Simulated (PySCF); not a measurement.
System: C₄H₆F₄Si (SMILES C/C(F)=C/C(F)(F)[SiH2]F).

```xyz
15

C     2.3890    0.8014   -0.0797
C     1.0291    0.2626    0.1710
F     0.4075    0.8632    1.2163
C     0.3864   -0.6890   -0.4871
C    -0.9906   -1.1433   -0.1202
F    -1.4870   -1.9034   -1.1512
F    -0.9205   -2.0315    0.9361
Si   -2.2821    0.2475    0.3089
F    -1.8030    1.5141   -0.5592
H     2.3226    1.8711   -0.2757
H     2.8472    0.3027   -0.9265
H     3.0098    0.6635    0.8048
H     0.8539   -1.1902   -1.3179
H    -3.5563   -0.1608   -0.2504
H    -2.2107    0.6002    1.7090
```

Geometry: GFN2-xTB.

Level of theory: PySCF, CAM-B3LYP/def2-SVPD, SCF density, gas phase.

Q: What can the converged electron density and electron localisation function tell about the bonding?

A: C–C (1.32 Å): ρ at the midpoint is about 2.4 e/Å³; the ELF peaks at about 0.95 between the atoms: a multiple bond.
C–F (1.36 Å): the density is about 2.2 e/Å³ at the midpoint, with its minimum of 1.6 e/Å³ about 0.5 Å from C; the ELF peaks at about 0.85 between the atoms, as expected for a shared but strongly polarised pair.
C–H (1.08 Å): ρ at the midpoint is about 2 e/Å³; the ELF climbs to about 1 towards the hydrogen, as it does in any bond to H (a covalent bond by its length).
C–C (1.48 Å): ρ at the midpoint is about 1.8 e/Å³; the ELF peaks at about 0.95 between the atoms: localised, covalent bonding.

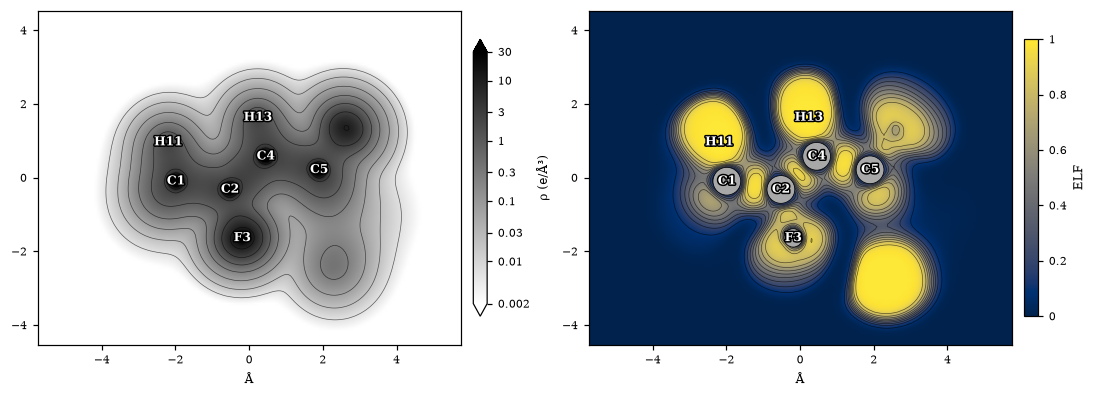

Computed electron density and electron localisation function on the plane of atoms C1, C2 and F3, in this order. Grey discs cover the atomic cores in the ELF map. 
